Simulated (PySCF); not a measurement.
```xyz
18
charge 0, multiplicity 1
C     1.0688   -0.2604    2.5005
C     1.2895    0.0728    1.0277
O     1.8106    1.0788    0.6540
C     0.7677   -1.0060    0.0733
C     0.3051   -0.4643   -1.2639
C    -0.9574   -1.3709   -1.0975
C    -1.7505   -1.0144    0.0691
C    -0.4601   -1.8384    0.2402
H     0.0031   -0.3607    2.7096
H     1.5308   -1.1493    2.8083
H     1.2620    0.4206    3.2883
H     1.7069   -1.6568   -0.0555
H     0.1133    0.5265   -1.6654
H     0.9215   -0.9137   -1.9667
H    -1.2582   -2.1912   -1.6297
H    -1.7843    0.0669    0.3150
H    -2.6652   -1.5022    0.2844
H    -0.4299   -2.9540    0.5301
```

Geometry: a frame of a GFN2-xTB molecular-dynamics simulation, not a minimum.

What structure does this define?

It has 18 atoms: 7 carbon, 10 hydrogen and 1 oxygen (C₇H₁₀O). SMILES: `CC(=O)[C@@H]1C[C@@H]2C[C@@H]21`. Independent rings (smallest set): 1 of 3 members, 1 of 4 members. Among its groups: ketone. Coordination, clear cases only: 1 C trigonal planar.

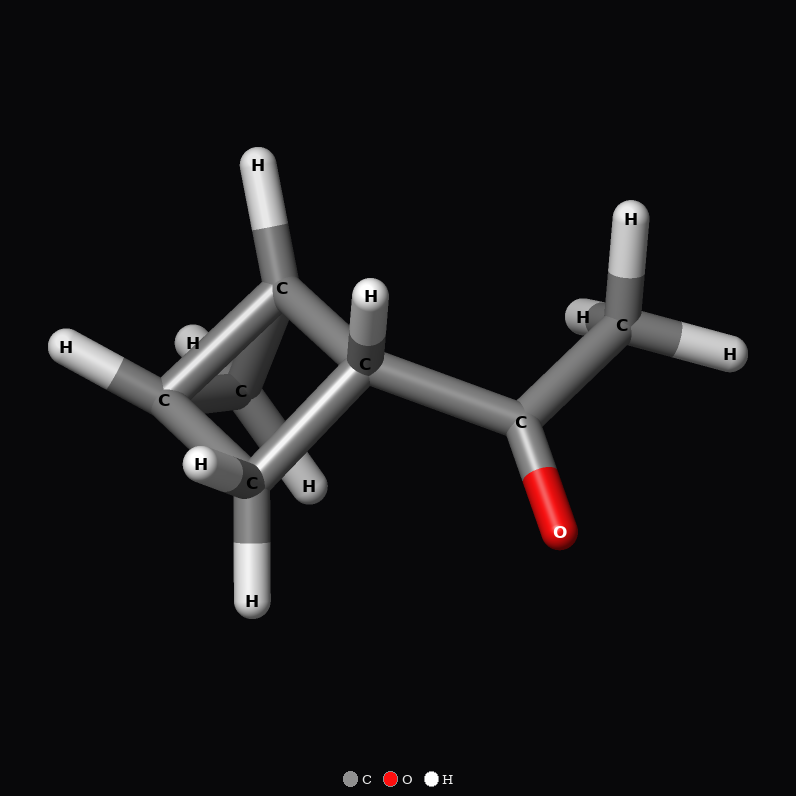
